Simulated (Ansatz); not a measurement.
## Effect of Si interstitial (started 2.45 Å from the nearest host atom), symmetric start on Rh3Si2

The parent structure is a 15-atom supercell of Rh₃Si₂ (space group P-3m1, No. 164; a = 3.958 Å, c = 5.036 Å; a cell from a computed database, its experimental status unchecked) at its relaxed geometry.

One thing is altered: a neutral Si interstitial (started 2.45 Å from the nearest host atom), symmetric start, atoms relaxed at fixed cell.

All numbers come from PBEsol (Ansatz, a quantum-chemistry and plane-wave program, PAW, scalar-relativistic without spin-orbit coupling), earlier PAW set. Settings: 9×9×9 k-points, 0.05 eV Fermi–Dirac smearing.

| quantity | base | changed | shift |
|---|---|---|---|
| largest displacement of a host atom from its site in the perfect cell | – | 0.06 Å | – |
| final site of the added atom | – | 8 Rh at 2.43–2.52 Å and 6 Si at 2.80 Å | – |

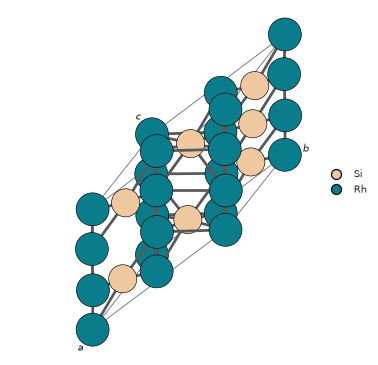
Figure: The relaxed cell after the change

The cell is small, so the values are those of an ordered compound at a high defect concentration; dilute-limit values will differ. The defect started on the symmetric site and kept its symmetry, so it may sit on a saddle. The final runs are not spin-polarised. An odd electron count without spin: Rh9Si7 and Rh3Si2. The defect cell is not spin-polarised.
